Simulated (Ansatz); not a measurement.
**Fields on a plane of PtSe2 (CdI2 type)**

```xyz
3
Lattice="3.7391 0.0000 0.0000 -1.8696 3.2382 0.0000 0.0000 0.0000 4.6295" Properties=species:S:1:pos:R:3 pbc="T T T"
Pt     0.0000     0.0000     0.0000
Se     1.8696     1.0794     1.2600
Se     0.0000     2.1588     3.3695
```

The slice is a (1 -1 0 0) plane (indices of the conventional cell) through the point (0.333, 0.667, 0.728) (fractional), spanned by u = [110] and v = [001] in vectors of this cell: u (3.74 Å) and v (4.63 Å, at 90° to u). It covers one period; positions are fractions (u, v).

Atoms on it: Se at (0.00, 0.00).

Method: PBEsol-D3(BJ) (plane waves to 420 eV, PAW, scalar-relativistic; Ansatz, a program for electronic structure). k mesh 14×14×10. These are valence fields of a PAW run, semicore shells included where kept as valence: close to a nucleus they are smooth pseudo fields. PtSe2 is run without spin polarisation. PtSe2 was relaxed with its symmetry unable to fall. Spin-orbit coupling is left out, though Pt is heavy.

```
|xxxxxx%%%%%%**--..    ..--**%%%%%%xxxx|
|xxxx%%@@@@##++::..    ..::++##@@@@%%xx|
|%%@@@@@@%%##==..        ..==##%%@@@@@@|
|@@@@@@@@%%++::..        ..::++%%@@@@@@|
|@@@@@@%%**--................--**%%@@@@|
|@@%%##**--......::----::......--**##%%|
|****==::......--==++++==--......::==**|
|::::........--==********==--........::|
|        ..::==++########++==::..      |
|        ..--++**########**++--..      |
|        ..--++**##%%%%##**++--..      |
|        ..--++**########**++--..      |
|        ..--==++**####**++==--..      |
|        ..::--==++++++++==--::..      |
|      ....::----========----::....    |
|..........::::------------::::........|
|::::::::::::::::--------::::::::::::::|
|++++====--::::::--------::::::--====++|
|********++==--::--------::--==++******|
|##########++----------------++########|
|**##%%%%%%**++------------++**%%%%%%##|
|xxxx##%%%%##++--::::::::--++##%%%%##xx|
|xxxxxx%%%%%%**==::::::::==**%%%%%%xxxx|
|xxxxxx##%%%%**==::....::==**%%%%##xxxx|
```
Scale: ten equal steps from 0.02 (start of ' ') to 0.86 (end of '@'), in the order ' .:-=+*#%@'. Values: electron localisation function (ELF). The map has 19 points along u (two characters each, u = 0 at the left) and 24 along v (v = 0 in the bottom row). Points within 0.5 Å of a nucleus are blanked (x), as the pseudised field means little there.

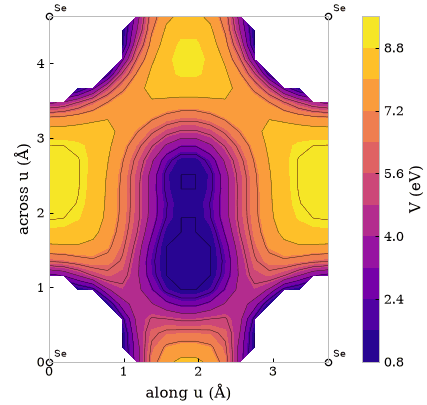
Figure. Electrostatic potential energy of an electron, from the cell's mean, in eV, one period of the plane, atoms marked. Points within 1 Å of a nucleus are left white, as the pseudised field means little there. Values under 1 eV are set to 1. The zero, the cell's mean, hangs on the PAW cores.
